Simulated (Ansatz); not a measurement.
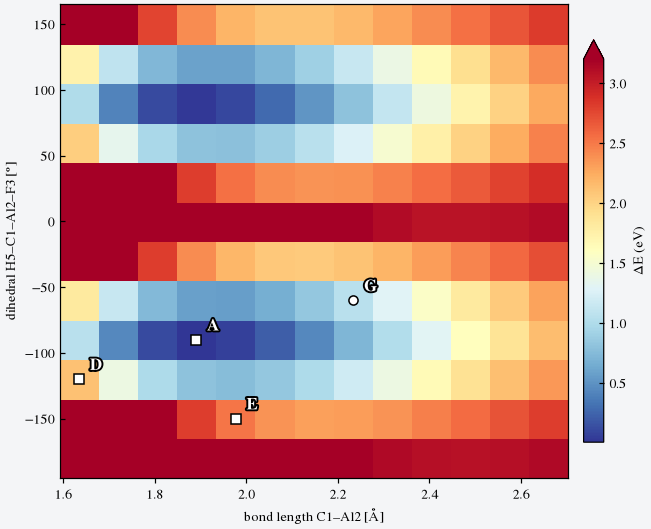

CH2AlF2, SMILES [CH2+][Al]([F])[F], charge +1. Coordinates scanned: (1) bond length C1–Al2; (2) dihedral H5–C1–Al2–F3. Nothing is relaxed (all other coordinates rigid). The grid has 13 × 12 points. Energies: eV, counted from the relaxed molecule at the same level. Energies and slopes of some neighbouring points disagree (a jump in structure or state, or too coarse a mesh). Level of theory: RKS PBE-D4/def2-TZVP (Ansatz).

Drawn: one coloured cell a grid point, one colour for all values above the top of the scale, lettered points.

Q: Rank the lettered points by energy, lowest first.

A: A (0.006 eV), G (1.05 eV), D (2.12 eV), E (2.52 eV).
